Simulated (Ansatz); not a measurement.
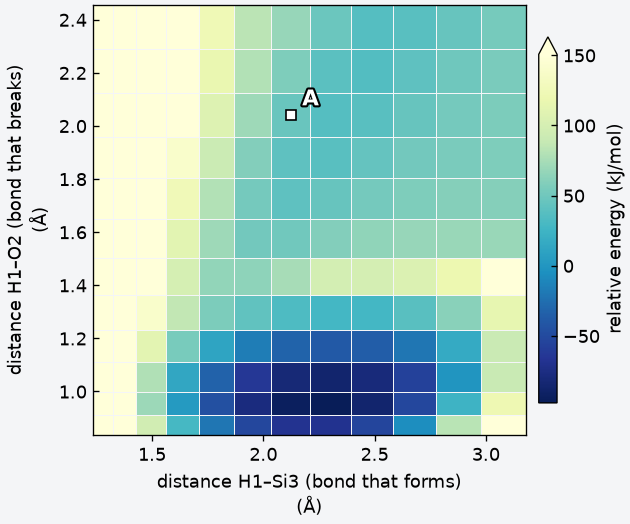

The reacting system H2O2Si (one molecule; an intramolecular 1,2-shift). First axis: distance H1–Si3 (bond that forms). Second axis: distance H1–O2 (bond that breaks). Relaxed at each point: all other coordinates. Grid: 12 × 12 points. Points are written as (first, second). Energies: kJ/mol, counted from a guessed transition structure relaxed with its forming and breaking bonds held. Energies and slopes of some neighbouring points disagree (a jump in structure or state, or too coarse a mesh). The reference is spin-restricted, so regions where a bond is pulled apart into radicals lie too high. All numbers below come from Ansatz, RKS r2SCAN-D4/def2-SVP.

The picture shows one coloured cell a grid point, one colour for all values above the top of the scale, the point A.

### Which way does the force act at A, and how strong is it?

A, at (2.122 Å, 2.040 Å), is not a stationary point. The computed force is 99.3 kJ/mol for each Å towards larger values of the first coordinate and 49 kJ/mol for each Å towards smaller values of the second coordinate.
